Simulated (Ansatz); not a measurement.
Consider Ca$_{3}$Sn$_{2}$N.

Input file:

```
crystal:
  lattice:
    - [6.4915639294, 0.0, 0.0]
    - [-3.2457819647, 5.6218592732, 0.0]
    - [0.0, 0.0, 7.7944918401]
  atoms:
    - { symbol: Ca, position: [0.5, 0.0, 0.5] }
    - { symbol: Ca, position: [0.0, 0.5, 0.5] }
    - { symbol: Ca, position: [0.5, 0.5, 0.5] }
    - { symbol: Sn, position: [0.0, 0.0, 0.7638722244] }
    - { symbol: Sn, position: [0.0, 0.0, 0.2361277756] }
    - { symbol: "N", position: [0.0, 0.0, 0.5] }
basis:
  ecutwfc: 420
kpoints:
  mp_grid: { grid: [6, 6, 6] }
hamiltonian:
  xc: pbe
scf:
  occupations: { method: gaussian, width: 0.1 }
output:
  forces: true
  stress: true
  eigenvalues: true
  write_density: true
  write_potential: true
  elf: true
  volumetric_format: npy
relax:
  adjacent_minimum: "off"
  f_tol: 0.01
  max_steps: 80
  cell: { stress_tol: 0.05 }
```

Command:

```sh
ansatz run input.yaml --threads 1 --pin off --max-ram 2560MiB --backend cpu --events-out ev --progress --plain --runs-dir out
```

Below, planes, directions and counts refer to the conventional cell (a = 6.47 Å, b = 6.47 Å, c = 7.77 Å, α = 90.00°, β = 90.00°, γ = 120.00°).

The fields are those of the run's last geometry, not of the input's.

Space group P6/mmm; a structure generated by program, which may or may not match a known phase; computed without spin polarisation.

Theory: DFT PBE, scalar-relativistic, plane waves, PAW (Ansatz 0.2.0).

Question: Predict the valence pseudo-density and electron localisation function between the atoms.

Answer: Sn–N (2.06 Å): ρ is about 0.7 e/Å³ halfway; the ELF peaks at about 0.85 in the valence shell of N, 0.6 Å from its nucleus, and is about 0.25 at the midpoint.
Ca–N (3.23 Å): the density is about 0.07 e/Å³ at the midpoint; the ELF is about 0.10 at the midpoint; no localised pair shows between them.

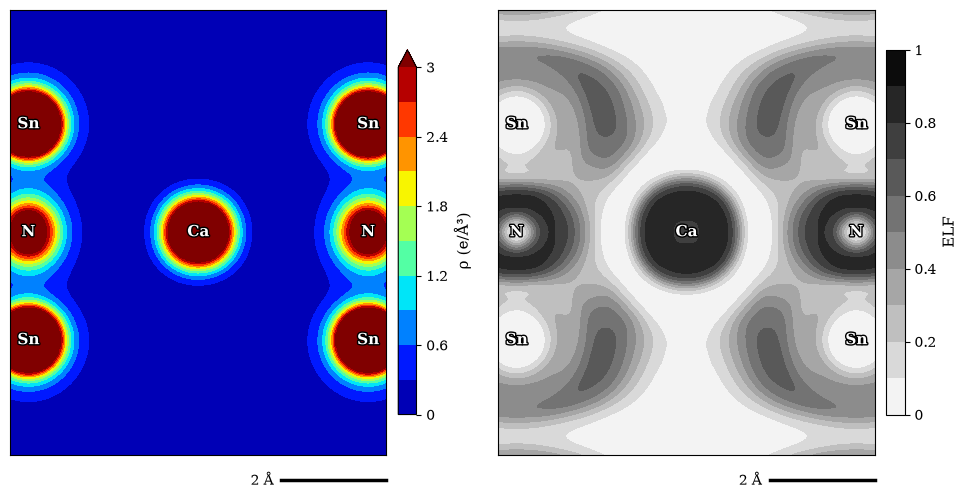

Computed valence pseudo-density and electron localisation function on the (100) plane of the conventional cell, in this order. 

Core electrons are frozen (PAW), and the valence fields are smoothed inside the atomic spheres.
